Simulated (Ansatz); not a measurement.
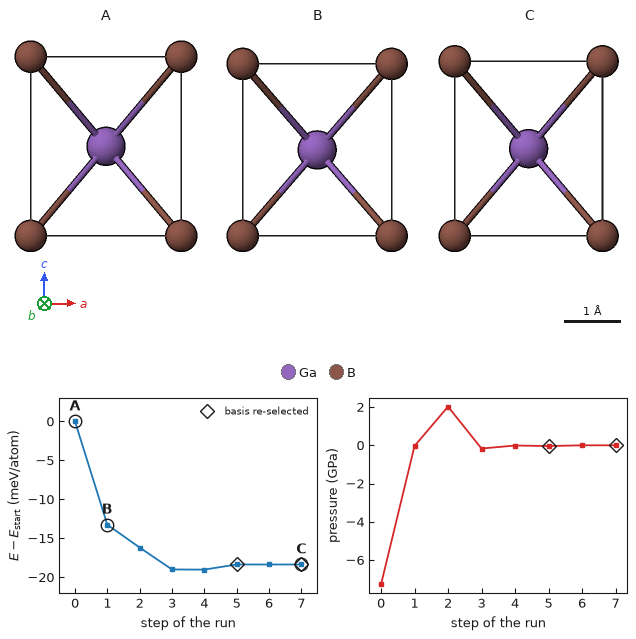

Frames of a relaxation of crystalline GaB (a generated structure, set up in P4/mmm), marked on the history of the run. Style: ball-and-stick. Shown: the cell of the calculation, along the b axis.

The run lets cell and atoms move.

Theory: Kohn-Sham DFT of a periodic cell, PBEsol0, Ansatz PAW in Ansatz 0.2.0.

Input file:
```yaml
crystal:
  lattice:
    - [2.71824, 0.0, 0.0]
    - [0.0, 2.71824, 0.0]
    - [0.0, 0.0, 3.23621]
  atoms:
    - { symbol: Ga, position: [0.5, 0.5, 0.5] }
    - { symbol: B, position: [0.0, 0.0, 0.0] }
hamiltonian:
  xc: { exchange: pbesol, correlation: pbesol, exx: { coeff: 0.25 } }
  pseudopotentials: { kind: paw }
kpoints:
  mp_grid: { grid: [5, 5, 4] }
scf:
  occupations: { method: fermi_dirac, width: 0.05 }
output:
  forces: true
  stress: true
  eigenvalues: true
relax:
  f_tol: 0.01
  max_steps: 40
  cell: { stress_tol: 0.05 }
```

What happens along the run?

No atom moves by more than 0.005 Å relative to the cell. Cell: a = b 2.718 → 2.669 Å (−1.8 %), c 3.236 → 3.151 Å (−2.6 %). Volume −6.1 %. Near-neighbour distances that change, for instance: B–Ga 2.513 → 2.458 Å. The space group stays P4/mmm (No. 123). After 5 accepted moves (7 points after the start) the energy has fallen by 18.4 meV per atom. All forces vanish by symmetry, so only the cell relaxes. Pressure: −7.27 GPa at the start and 0.00 GPa at the end. The SCF was repeated twice at an unchanged geometry on a basis and grid sized afresh for the cell, which shifted the energy by 0.7 meV per atom at most. Cost: 41 s on 1 × NVIDIA H100 80GB HBM3 with 2 threads of AMD EPYC 7R13 Processor (Zen 3) (shared host), peak memory 1.6 GiB. From step 0 to 1: volume −6.1 %, energy −13.3 meV per atom. From step 1 to 7: energy −5.1 meV per atom.

```tsv
step	E − E(0), meV/atom	pressure, GPa	volume, Å³/atom	note
0	0.00	-7.27	11.956	
1	-13.25	-0.04	11.225	
2	-16.18	2.02	11.066	
3	-19.00	-0.17	11.238	
4	-19.02	-0.01	11.224	
5	-18.36	-0.04	11.224	same geometry, new basis
6	-18.36	0.00	11.221	
7	-18.36	0.00	11.221	same geometry, new basis
```

Limits of the set-up: the k-point mesh is coarse for a cell with partly filled bands.
